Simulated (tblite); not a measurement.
# C4H9BF3N: the cost of one run

Programs: tblite 0.8.0 and PySCF 2.14.0, with density-fitted response routines of our own. Each step states its level of theory. These are calculated values for one molecule in the gas phase, unless marked as measured. Atoms count from 0, in the outputs and in this text.

**1. The starting structure**

18 atoms, charge 0, multiplicity 1; geometry from: force field or distance geometry start.

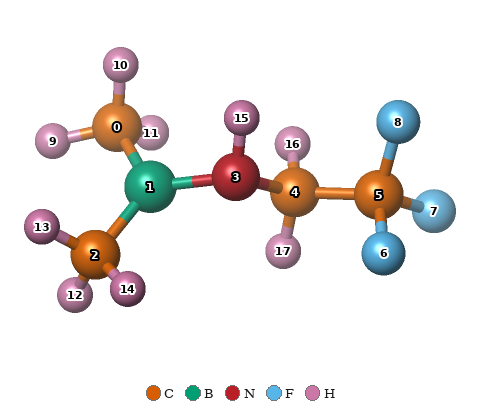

As it starts; carbon orange, boron teal, nitrogen red, fluorine blue, hydrogen pink, atoms numbered.

**2. Geometry optimisation with GFN2-xTB**

The job: settings as JSON, then the geometry in Å.

```
{"job": {"kind": "relax", "xc": "GFN2-xTB", "basis": "xTB"}, "charge": 0, "multiplicity": 1}
C     -1.331300     1.386100    -0.965400
B     -1.084500     0.164500     0.007200
C     -2.231000    -0.893400     0.296700
N      0.253500     0.026300     0.749000
C      1.350400    -0.226700    -0.177900
C      2.626800    -0.571500     0.570000
F      2.425600    -1.682800     1.361300
F      3.650000    -0.836900    -0.325900
F      3.020000     0.488700     1.372300
H     -2.383100     1.353800    -1.348500
H     -1.192000     2.338100    -0.415000
H     -0.638700     1.339900    -1.817800
H     -2.530000    -1.383700    -0.647700
H     -3.118300    -0.366100     0.712200
H     -1.895200    -1.648900     1.016900
H      0.426800     0.925100     1.264100
H      1.538000     0.680600    -0.808200
H      1.104200    -1.086900    -0.854600
```

Started as:

```console
> OMP_NUM_THREADS=1 python probes_run.py task.json out
```

One launch serves the whole session: the jobs run in the order shown.

Q: Estimate the wall time and peak memory of this first job on 1 thread of Arm Neoverse N1, shared host.

About 1.7 s, with a peak of 0.18 GiB.
